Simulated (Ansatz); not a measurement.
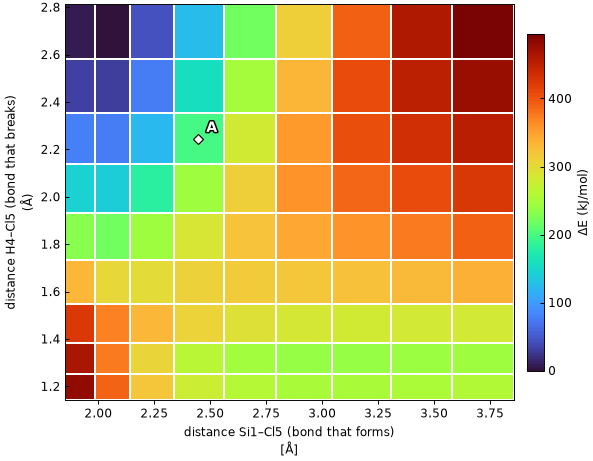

The reacting system ClF₂HSi (fragments F₂Si + ClH where the first distance is long, ClF₂HSi where the second is long). The first coordinate is: distance Si1–Cl5 (bond that forms); the second: distance H4–Cl5 (bond that breaks). Relaxed at each point: all other coordinates. The scan uses a 9 × 9 grid. Points are written as (first, second). All energies are given in kJ/mol relative to the lowest grid point. Energies and slopes of some neighbouring points disagree (a jump in structure or state, or too coarse a mesh). The reference is spin-restricted, so regions where a bond is pulled apart into radicals lie too high. Computed with RKS r2SCAN0-D4/def2-SVP in Ansatz 0.2.0.

In the figure: one coloured cell a grid point, the point A.

Is A at rest? If not, where is it pushed?

Answer. A, at (2.445 Å, 2.244 Å), is not a stationary point. The computed force is 380 kJ/mol for each Å towards smaller values of the first coordinate and 210 kJ/mol for each Å towards larger values of the second coordinate.
